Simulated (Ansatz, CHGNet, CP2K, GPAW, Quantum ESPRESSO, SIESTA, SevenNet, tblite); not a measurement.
**Other levels on Rh(111)/Al(100) interface (85 atoms)**

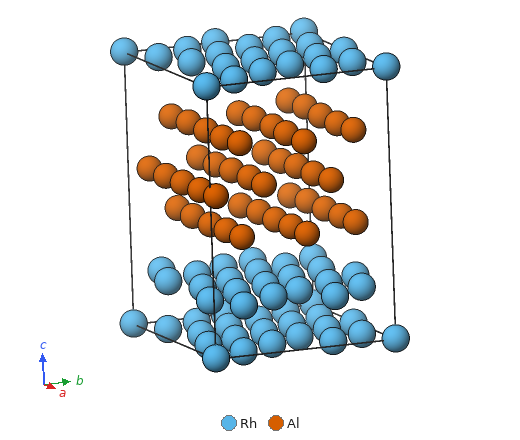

The cell (rhodium blue, aluminium orange). Some periodic images of atoms are drawn too.

The cell holds 85 atoms: 40 Rh and 45 Al. Its edges and angles: a = 14.274 Å, b = 9.186 Å, c = 11.727 Å, α = 90.0°, β = 90.0°, γ = 108.8°. Fcc Rh(111), 2 repeat layers, 20 surface cells, strained +0.31 and -1.39 %; fcc Al(100), 3 layers, 15 cells, -0.31 and +1.43 %; outer planes 2.75 Å apart and 2.74 Å at the second interface of the periodic stack; not relaxed, displaced by a Gaussian of 0.02 Å. Then every atom was moved at random, 0.03 Å r.m.s. a Cartesian component. Regions: Rh, 40 atoms (40 Rh); Al, 45 atoms (45 Al).

Geometry: as built.

The reference, a calculation:

| Quantity | Value |
| --- | --- |
| method | Kohn-Sham DFT, PBE, SSSP efficiency 1.3.0 pseudopotentials, plane waves (Quantum ESPRESSO 7.5); sssp-pbe-1.3.0-efficiency, cutoffs 45/360 Ry, Γ point |
| r.m.s. force component | 0.6044 eV/Å |
| longest force | 1.8 eV/Å |
| pressure | -4.791 GPa |
| time | 4 min on 4 MPI ranks of Arm Neoverse V2, shared host |
| CPU time | 16 min |

Runs, in no order:
A. CP2K PBE+D3(BJ), DZVP-UZH, 350/50 Ry, diagonalisation: Kohn-Sham DFT, PBE+D3(BJ), GTH-PBE pseudopotentials, Gaussian and plane waves, DZVP-MOLOPT (UZH set), diagonalisation
B. SevenNet l3i5 potential: machine-learned interatomic potential SevenNet l3i5, trained on PBE(+U) plane-wave data
C. CP2K PBE, DZVP-MOLOPT (SR for Rh, Al), 350/50 Ry, diagonalisation: Kohn-Sham DFT, PBE, GTH-PBE pseudopotentials, Gaussian and plane waves, DZVP-MOLOPT-GTH, diagonalisation
D. SIESTA PBE, DZP, shift 0.01 Ry, mesh 300 Ry: Kohn-Sham DFT, PBE, PseudoDojo 0.4.1 norm-conserving pseudopotentials (converted to PSML), numerical atomic orbitals (DZP), diagonalisation
E. SIESTA PBE, DZ, shift 0.01 Ry, mesh 300 Ry: Kohn-Sham DFT, PBE, PseudoDojo 0.4.1 norm-conserving pseudopotentials (converted to PSML), numerical atomic orbitals (DZ), diagonalisation

Q: Order them from the smallest to the largest r.m.s. force difference.

A, C, D, E, B.

| run | Δ force, r.m.s. (meV/Å) | share of r.m.s. force (%) | CPU time |
| --- | --- | --- | --- |
| A. CP2K PBE+D3(BJ), DZVP-UZH, 350/50 Ry, diagonalisation | 26.0 | 4.31 | 39 min |
| C. CP2K PBE, DZVP-MOLOPT (SR for Rh, Al), 350/50 Ry, diagonalisation | 44.6 | 7.38 | 30 min |
| D. SIESTA PBE, DZP, shift 0.01 Ry, mesh 300 Ry | 88.6 | 14.7 | 16 min |
| E. SIESTA PBE, DZ, shift 0.01 Ry, mesh 300 Ry | 190 | 31.4 | 5 min |
| B. SevenNet l3i5 potential | 314 | 51.9 | 8.2 s |

The electron count is odd in these runs, and they have no spin polarisation, so the unpaired electron is spread evenly over both spins. Machine-learned potentials mimic data converged in k, so the reference's own k-point error enters their differences. The electronic-structure runs sample only Γ, in a cell whose shortest periodic width is 9 Å, which is coarse for a cell with partly filled levels.

[Hosts, paths, dates, database ids (printed as entryN), source tags and the programs' standing remarks are cut or masked in the printed files.]
